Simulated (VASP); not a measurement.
Data:

```
Ga2O3
1.0
    4.77860    -2.53186    -0.00073
    4.77860     2.53186    -0.00073
    3.43777     0.00000     4.17457
Ga O
4 6
Direct
  0.85577   0.85577   0.85577
  0.35577   0.35577   0.35577
  0.14423   0.14423   0.14423
  0.64423   0.64423   0.64423
  0.44685   0.05315   0.75000
  0.05315   0.75000   0.44685
  0.55315   0.94685   0.25000
  0.25000   0.55315   0.94685
  0.94685   0.25000   0.55315
  0.75000   0.44685   0.05315
```

Method: PBE GGA, VASP's PBE PAW potentials (set 64) (plane waves; VASP 6.6.1). Settings: 520 eV cut-off, 6×6×6 Γ-centred mesh, tetrahedra with Blöchl corrections, potentials Ga_d O.

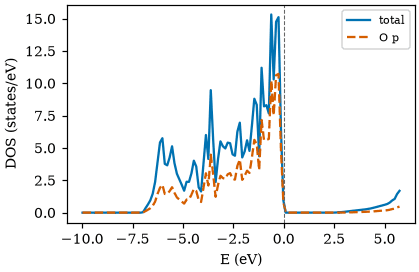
Total and projected density of states, zero at the valence-band maximum

Within 2 eV below the valence-band maximum the largest weight inside VASP's projection spheres is O p.

It has a band gap.

The compound is Ga2O3 in the corundum structure, the metastable α form; monoclinic β is stable. It was relaxed first, which changed the volume by +5 %.
